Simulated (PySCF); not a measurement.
## A study: CH5Sb, SMILES `C[SbH2]`

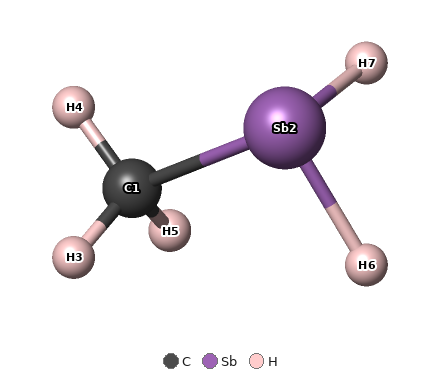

The molecule, with its atoms numbered as below. No frequency check shows the geometry to be a minimum.

Cartesian coordinates (Å):

```
C1       1.8298   -0.0111   -0.0001
Sb2     -0.3278    0.0478    0.0007
H3       2.2067    0.5077   -0.8746
H4       2.2070    0.4837    0.8873
H5       2.1783   -1.0368   -0.0140
H6      -0.4266   -1.1476   -1.2001
H7      -0.4262   -1.1799    1.1683
```

### 1. Bonding charge

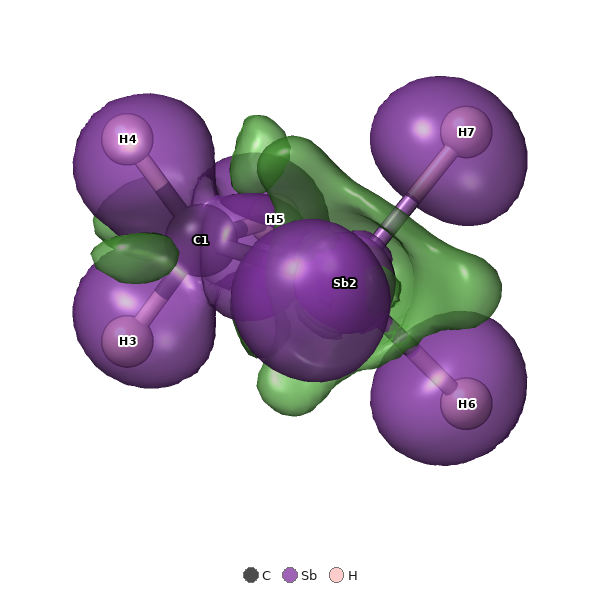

Deformation density (molecule less spherical, spin-averaged free atoms at the same positions), surfaces at ±0.05 e/Å³; purple: gain, green: loss.

PySCF calculation, B3LYP/def2-SVPD, gas phase; geometry: GFN2-xTB. Core potentials replace the inner electrons of Sb; spin–orbit coupling isn't included.

> How much density has each bond gained at its critical point, relative to the free atoms?

C1–H5: +0.68 e/Å³ at the bond critical point (bond length 1.08 Å). C1–H4 and C1–H3: +0.67 e/Å³ at the bond critical point (bond length 1.08 Å). Sb2–H7 and Sb2–H6: +0.16 e/Å³ at the bond critical point (bond length 1.70 Å). C1–Sb2: +0.10 e/Å³ at the bond critical point (bond length 2.16 Å). In all, 1.4 electrons gather in the regions of gain relative to the promolecule. A small or negative value marks a very polar bond, one between electron-rich atoms, whose free-atom densities already overlap strongly, a long bond to a heavier atom, or a closed-shell contact such as a hydrogen bond.

### 2. Bond critical points

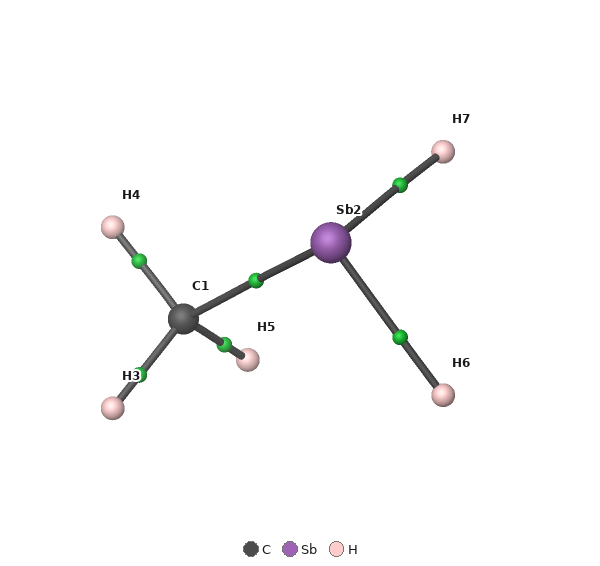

Molecular graph of the electron density (QTAIM): bond paths, bond critical points (green), ring points (magenta, if any); weak paths are dashed.

> How many critical points of each kind are there, and does the count close?

7 nuclei, 6 bond, 0 ring and 0 cage critical points: 7 − 6 + 0 − 0 = 1, as the Poincaré–Hopf relation requires.

> Give the properties at the bond critical points.

| bond | length (Å) | ρ (a.u.) | ∇²ρ (a.u.) | ε | H (a.u.) |
| --- | --- | --- | --- | --- | --- |
| C1–H5 | 1.083 | 0.278 | −1.02 | 0.02 | −0.302 |
| C1–H4 (2 alike) | 1.084 | 0.277 | −1.01 | 0.02 | −0.300 |
| Sb2–H7 (2 alike) | 1.697 | 0.116 | +0.10 | 0.03 | −0.055 |
| C1–Sb2 | 2.158 | 0.104 | +0.09 | 0.02 | −0.045 |

> What kind of interaction is Sb2–H7?

Polar or intermediate (positive Laplacian, negative energy density H): ρ = 0.116, ∇²ρ = +0.10, H = −0.055 a.u.

### 3. Local ionisation energy

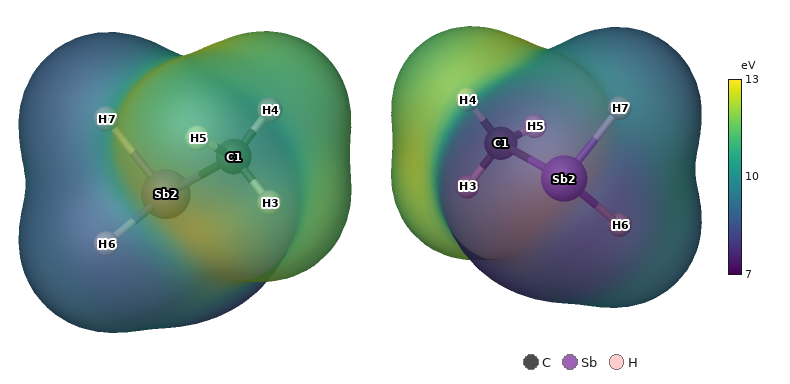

Average local ionisation energy on the surface of electron density 0.001 a.u. (back view left, front view right).

> Locate the minima of the map.

The lowest value is 7.3 eV, 2.5 Å from Sb2. Further minima include 8.7 eV, 1.6 Å from H6, and at like points elsewhere; 10.4 eV, 1.7 Å from H5. For comparison, the highest occupied orbital lies at −6.9 eV.

### 4. In an electric field

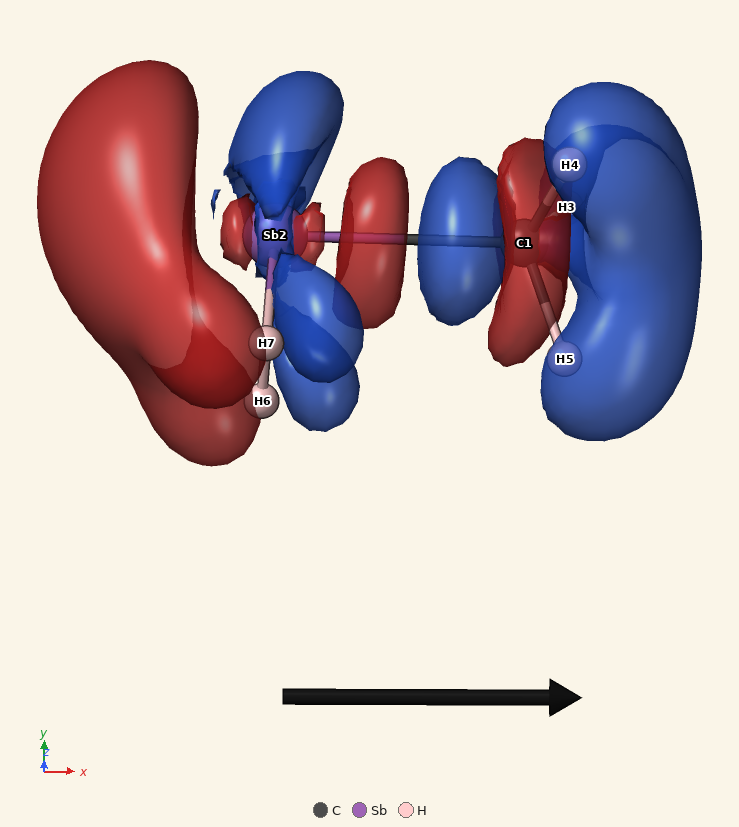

Change of the electron density in a uniform field of 0.21 V/Å along +x (arrow), surfaces at ±0.0015 e/Å³ (red: gain, blue: loss).

Method: B3LYP/def2-SVPD; geometry: GFN2-xTB; program: PySCF. Core potentials replace the inner electrons of Sb; spin–orbit coupling isn't included.

> How large is the response?

The induced dipole is 0.69 D (along the field); α along this axis, from the fields in both directions, is 67 bohr³ (9.9 Å³).

> Which atoms gain and lose the most charge?

Electrons gather most on Sb2 (Hirshfeld charge changes by −0.023 e) and leave C1 most (+0.009 e); 0.051 electrons are displaced in all.

### 5. Removing or adding an electron

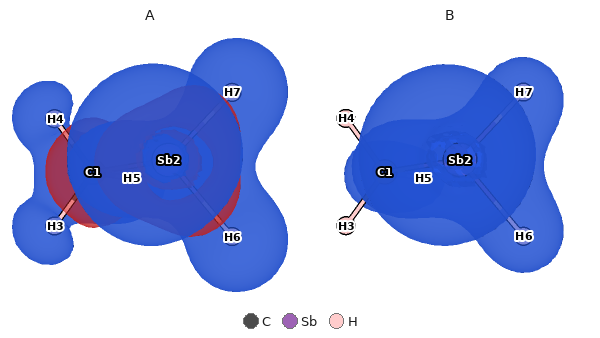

The Fukui function f⁻ from two separate SCF calculations and the density of the HOMO, at ±0.015 e/Å³ (blue positive, red negative).

> Which panel is which, and how good is the frozen-orbital picture?

A is f⁻ (it has negative regions), B the HOMO density. The HOMO lies on Sb2 (71 %), C1 (11 %) and H6 and H7 (7 % each); f⁻ (Hirshfeld-condensed) is largest on Sb2 (0.53); the vertical ionisation energy is 9.41 eV. Relaxation shifts 19 % of the electron between atoms. The orbital energy is −6.93 eV.
